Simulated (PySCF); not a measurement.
**NMR shielding calculation of Si3NH9O**

The run: NMR shielding calculation of Si3NH9O, SMILES O[SiH2]N([SiH3])[SiH3]. Method and program: GIAO OPBE/pcSseg-1 NMR shielding, non-relativistic, gas phase (PySCF 2.14.0).

The geometry comes from this level: PBE0-D3(BJ)/def2-SVP. Figures and captions count atoms from 1; the log counts them from 0 in places.

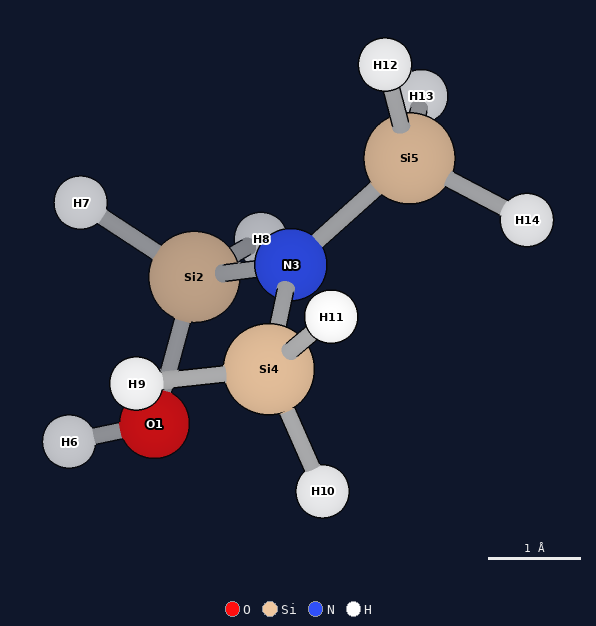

The structure (ball-and-stick view, seen at a tilt; atoms are numbered from 1 in the order of the input).

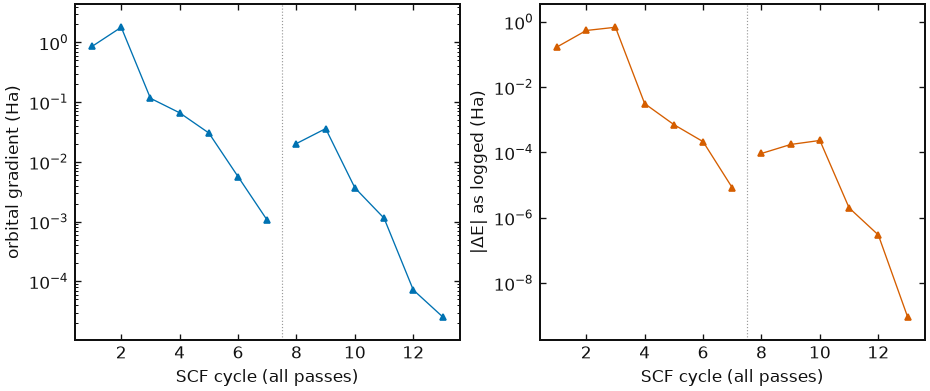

Convergence of the self-consistent field: orbital gradient and size of the energy change against the SCF cycle. The dotted line marks the change from a coarse to the final integration grid. The first 7 cycles use a coarse grid, the final grid takes over at cycle 8, and the field converges after 13 cycles in all.

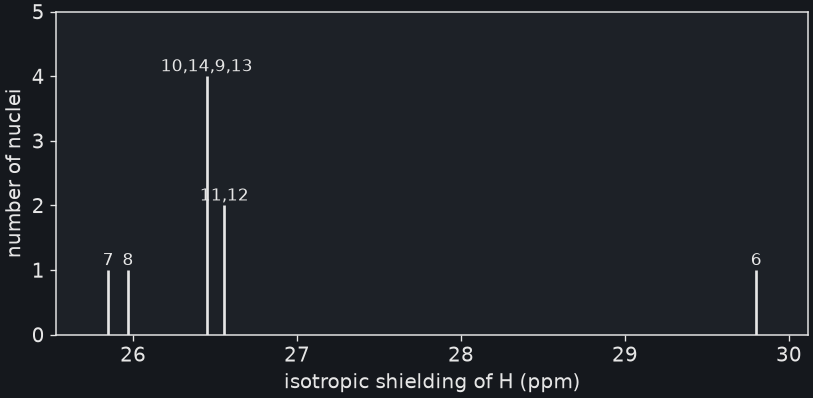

Isotropic shieldings of the hydrogen nuclei in this fixed geometry, labelled by atom number; shielding grows to the right, so chemical shift grows to the left. The least shielded is H7 (25.8 ppm), the most shielded H6 (29.8 ppm).

The input that produced these results follows, with the program's output.

Input
```
{"job": {"kind": "nmr", "xc": "OPBE", "basis": "pcSseg-1", "pop": false}, "charge": 0, "multiplicity": 1}
O      1.982786    -0.746940    -1.216051
Si     0.817007    -1.403638    -0.219411
N     -0.302613    -0.106255     0.071953
Si     0.336381     1.534686     0.002685
Si    -2.011695    -0.345329     0.376514
H      2.899989    -0.873457    -0.959673
H      1.491956    -1.892334     1.024910
H      0.100135    -2.536434    -0.868159
H      1.646453     1.620617     0.714764
H      0.502270     2.038367    -1.391201
H     -0.655805     2.406903     0.705261
H     -2.380821     0.019084     1.778655
H     -2.326180    -1.788544     0.155130
H     -2.835801     0.493622    -0.546539
```

The first line tells a small driver script what to run in PySCF; the rest is the geometry in Å.

Run as:
```bash
OMP_NUM_THREADS=1 python <driver script> task.json out
```

The program's output
```
coarse grid: 12600 points
cycle   1  E = -1003.5225978504  dE =  1.707e-01  |g| = 8.586e-01  |ddm| = 3.400e+00
cycle   2  E = -1002.9778280402  dE =  5.448e-01  |g| = 1.798e+00  |ddm| = 2.682e+00
cycle   3  E = -1003.6617781163  dE = -6.840e-01  |g| = 1.163e-01  |ddm| = 2.230e+00
cycle   4  E = -1003.6649105735  dE = -3.132e-03  |g| = 6.641e-02  |ddm| = 2.054e-01
cycle   5  E = -1003.6656243008  dE = -7.137e-04  |g| = 3.048e-02  |ddm| = 7.206e-02
cycle   6  E = -1003.6658387120  dE = -2.144e-04  |g| = 5.666e-03  |ddm| = 3.401e-02
cycle   7  E = -1003.6658469934  dE = -8.281e-06  |g| = 1.054e-03  |ddm| = 7.816e-03
final grid: 106328 points
cycle   8  E = -1003.7064881825  dE = -9.331e-05  |g| = 2.031e-02  |ddm| = 4.312e-02
cycle   9  E = -1003.7063123032  dE =  1.759e-04  |g| = 3.612e-02  |ddm| = 4.057e-02
cycle  10  E = -1003.7065454862  dE = -2.332e-04  |g| = 3.682e-03  |ddm| = 2.989e-02
cycle  11  E = -1003.7065474915  dE = -2.005e-06  |g| = 1.141e-03  |ddm| = 3.381e-03
cycle  12  E = -1003.7065477888  dE = -2.973e-07  |g| = 7.184e-05  |ddm| = 1.044e-03
cycle  13  E = -1003.7065477897  dE = -9.338e-10  |g| = 2.564e-05  |ddm| = 1.186e-04
converged SCF energy = -1003.7065477897

GIAO shielding tensors (ppm)
atom      isotropic    diamagn.    paramagn.     s11        s22        s33       span
  0 O      289.140     387.882     -98.741    242.415    283.647    341.359     98.944
  1 Si     378.662     880.895    -502.233    343.866    374.562    417.558     73.692
  2 N      259.880     331.002     -71.122    233.723    268.897    277.020     43.297
  3 Si     409.946     880.974    -471.028    368.880    391.870    469.087    100.207
  4 Si     411.665     880.442    -468.777    369.140    390.209    475.646    106.506
  5 H       29.801      30.798      -0.997     22.796     23.800     42.806     20.010
  6 H       25.848      29.662      -3.814     22.371     24.104     31.070      8.700
  7 H       25.969      29.319      -3.350     22.325     24.755     30.826      8.501
  8 H       26.455      29.693      -3.237     23.080     24.854     31.432      8.352
  9 H       26.426      29.126      -2.700     22.992     24.344     31.943      8.952
 10 H       26.545      29.378      -2.833     23.111     25.411     31.111      8.000
 11 H       26.568      28.644      -2.076     23.043     24.676     31.987      8.944
 12 H       26.468      28.904      -2.435     23.116     25.199     31.091      7.975
 13 H       26.445      28.653      -2.208     22.886     24.613     31.837      8.951
```

Summary

```csv
quantity,value
outcome,converged
total energy,−1003.706548 hartree
HOMO,−6.30 eV
LUMO,−0.53 eV
dipole moment,1.38 D
"isotropic shielding, O",289.1 ppm
"isotropic shielding, Si",378.7 to 411.7 ppm
"isotropic shielding, N",259.9 ppm
"isotropic shielding, H",25.8 to 29.8 ppm
hardware,"1 CPU thread, shared host"
wall time,23 s
peak memory,0.78 GiB
```
